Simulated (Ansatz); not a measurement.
W (Im-3m, No. 229): a calculation's starting geometry.

```cif
data_structure
_symmetry_space_group_name_H-M 'P 1'
_symmetry_Int_Tables_number 1
_cell_length_a 3.1357
_cell_length_b 3.1357
_cell_length_c 3.1357
_cell_angle_alpha 90.000
_cell_angle_beta 90.000
_cell_angle_gamma 90.000
_cell_volume 30.83
loop_
_atom_site_label
_atom_site_type_symbol
_atom_site_fract_x
_atom_site_fract_y
_atom_site_fract_z
_atom_site_occupancy
W1 W 0.00000 0.00000 0.00000 1
W2 W 0.50000 0.50000 0.50000 1
```

> What will a Z-contrast image along [110] show? Simulated incoherent Z contrast: every atom adds Z^1.7 spread by a probe of 0.82 Å full width; channelling and multiple scattering are left out. The probe carries 15 % of its weight in a tail 2.5 times as wide. The display is stretched by a gamma of 0.65; percentages refer to the linear signal. Shot noise and the speckle of an amorphous layer were added.

The columns repeat on a rectangular net of 1.57 × 2.22 Å (plane group p2mm). All columns are alike (W). The shortest distance between visible columns is 1.57 Å in projection. Along the beam the structure repeats every 4.43 Å.

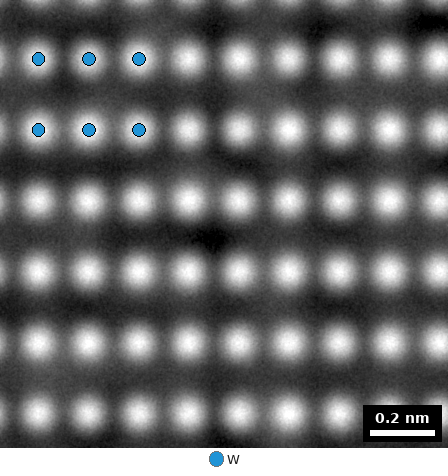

The simulated image, with the columns of the model marked in one corner.
